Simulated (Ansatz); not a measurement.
# C₃H₉As: single-point calculation

C₃H₉As, computed with RKS PBE0-D4/def2-TZVP (Ansatz 0.2.0).

The geometry comes from this level: B3LYP-D4/def2-SVP.

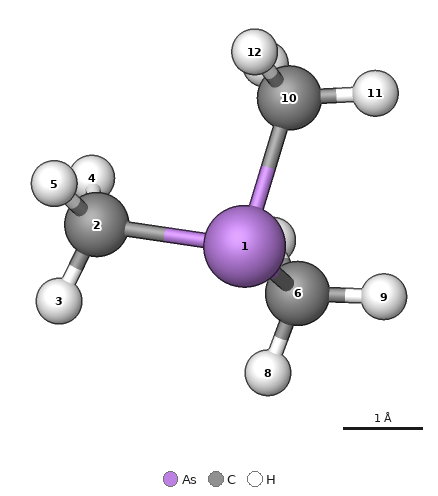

**Figure 1.** The structure as given in the input (ball-and-stick view, seen at a tilt; atoms are numbered from 1 in the order of the input).

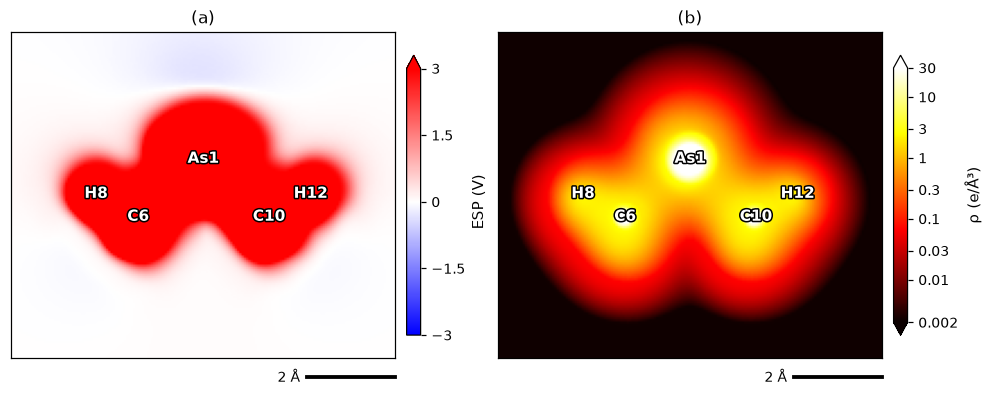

**Figure 2.** (a) electrostatic potential; (b) electron density on the plane of atoms C6, As1 and C10. The section cuts through As, C and H sites. C–As (1.98 Å): ρ is about 0.9 e/Å³ halfway. C–H (1.10 Å): ρ is about 1.9 e/Å³ halfway.

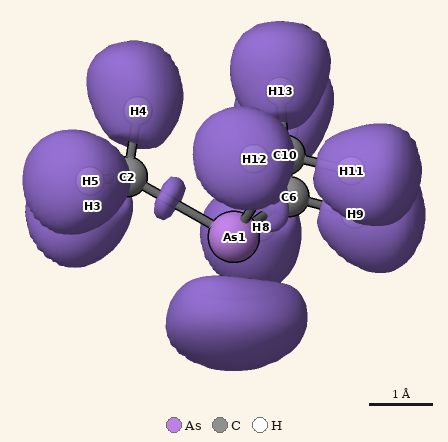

**Figure 3.** Isosurface of the electron localisation function at 0.85 (purple), seen from the side. Core shells and regions of very low density are left out. Values along the shortest contacts: C–As (1.98 Å): the ELF peaks at about 0.90 between the atoms, which marks localised, shared-pair bonding.

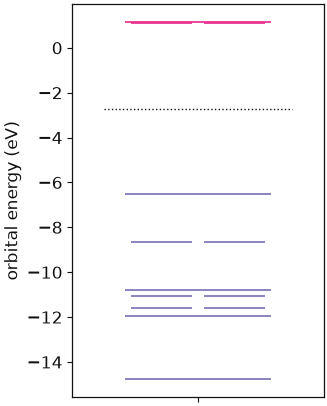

**Figure 4.** Orbital energies near the frontier; the dotted line parts filled from empty levels, and levels within 0.02 eV of each other stand side by side. Highest filled −6.52 eV, lowest empty 1.10 eV, 7.62 eV apart.

The input and output of the run follow.

The input
```yaml
crystal:
  periodic: [false, false, false]
  atoms:
    - {symbol: As, position_ang: [0.003058, 0.002678, 1.048863]}
    - {symbol: C, position_ang: [1.713080, -0.007332, 0.042425]}
    - {symbol: H, position_ang: [2.301683, 0.882385, 0.313166]}
    - {symbol: H, position_ang: [1.540723, -0.009074, -1.045308]}
    - {symbol: H, position_ang: [2.293649, -0.901058, 0.317280]}
    - {symbol: C, position_ang: [-0.849892, 1.487261, 0.046096]}
    - {symbol: H, position_ang: [-0.769419, 1.337362, -1.041995]}
    - {symbol: H, position_ang: [-0.364344, 2.437268, 0.316432]}
    - {symbol: H, position_ang: [-1.912893, 1.552551, 0.323801]}
    - {symbol: C, position_ang: [-0.862774, -1.479567, 0.053712]}
    - {symbol: H, position_ang: [-1.926430, -1.533811, 0.331291]}
    - {symbol: H, position_ang: [-0.385890, -2.432428, 0.329371]}
    - {symbol: H, position_ang: [-0.780540, -1.336246, -1.035134]}
basis:
  gaussian: {orbitals: def2-TZVP, initial_orbitals: start.molden}
hamiltonian: {xc: pbe0, dispersion: d4}
scf: {omitted_lower_state_checks: [starts]}
output: {orbitals: {seedname: orbitals}}
```

Launched with:
```bash
ansatz run in.yaml --threads 2 --pin off --events-out ev --progress --plain --max-ram 4352MiB
```

Output
```
Functional definition: PBE0
  name "PBE0"
  cite "Adamo & Barone, J. Chem. Phys. 110, 6158 (1999) doi:10.1063/1.478522"
  cite "Perdew, Burke & Ernzerhof, Phys. Rev. Lett. 77, 3865 (1996) doi:10.1103/PhysRevLett.77.3865"
  parent pbe
  parameter a = 0.25
  parameter kappa = 0.804
  parameter beta = 0.06672455060314922
  exchange = (1 - a)*pbe_x(kappa = kappa, mu = beta*pi^2/3) + a*exact_x
  correlation = pbe_c(beta = beta)
these checks for a lower state are left out or cut short: starts
1359 factors; their error is unknown
mean field evaluation 1: about -64087.0220 eV, gradient 1.3e2 eV
mean field evaluation 2: about -64088.9567 eV, gradient 2.7e0 eV
mean field evaluation 4: about -64089.2094 eV, gradient 5.3e-1 eV
mean field evaluation 8: about -64089.2097 eV, gradient 1.7e-5 eV
mean field -64089.20969018 eV, -2355.2350148877 hartree, gradient 1.7e-5 eV, S^2 0.000000; 0 other end points of the search recorded, 0 dependent functions left out
reference -64089.20972253 eV, -2355.2350160763 hartree; 30, 30 occupied and 165, 165 virtual orbitals, 1359 factors
Total energy: -64089.42978331 eV, -2355.2431031609 hartree
Checks for a lower state left out: starts
```

Results in brief

- outcome: converged
- total energy: −64089.4298 eV
- mean-field energy: −64089.2097 eV
- dispersion energy: −0.2201 eV
- SCF solution under orbital rotations: stable
- HOMO: −6.52 eV
- LUMO: 1.10 eV
- hardware: 2 threads of Intel Xeon @ 2.90GHz, 163 GiB of memory available, shared host
- wall time: 3.5 s (CPU time 6.7 s)
- peak memory: 0.5 GiB
